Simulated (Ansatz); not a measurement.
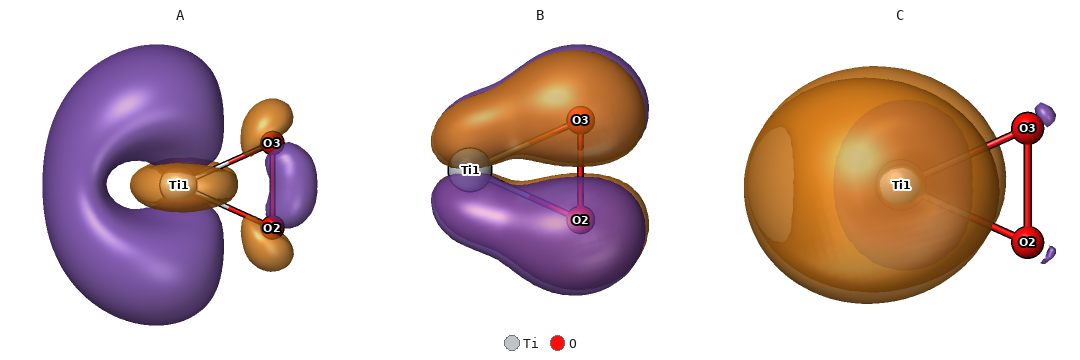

*O2Ti. Three frontier orbitals at ±0.08 Å⁻³ᐟ² (orange and purple are the two phases), in no order.*

Geometry: r2SCAN-D4/def2-TZVP.

All numbers below come from RKS PBE0-D4/def2-TZVP in Ansatz 0.2.0.

```xyz
3

Ti    0.2486   -1.0434   -0.1413
O    -0.6737    0.3310    0.5120
O     0.4252    0.7123   -0.3707
```

> Which picture is the HOMO−1, the HOMO and the LUMO?

B is the HOMO−1 (−7.66 eV). Its weight (Hirshfeld) is mainly on O2 (about 40 %), O3 (about 40 %) and Ti1 (about 15 %); it changes sign across the molecular plane (π type); π-bonding across Ti1–O3; π-antibonding (a node) across Ti1–O2 and O2–O3. C is the HOMO (−4.89 eV). It lies mainly on Ti1 (about 95 %). A is the LUMO (−2.43 eV). Its weight (Hirshfeld) is mainly on Ti1 (about 95 %).

> What is the HOMO–LUMO gap?

2.46 eV between the orbital energies.
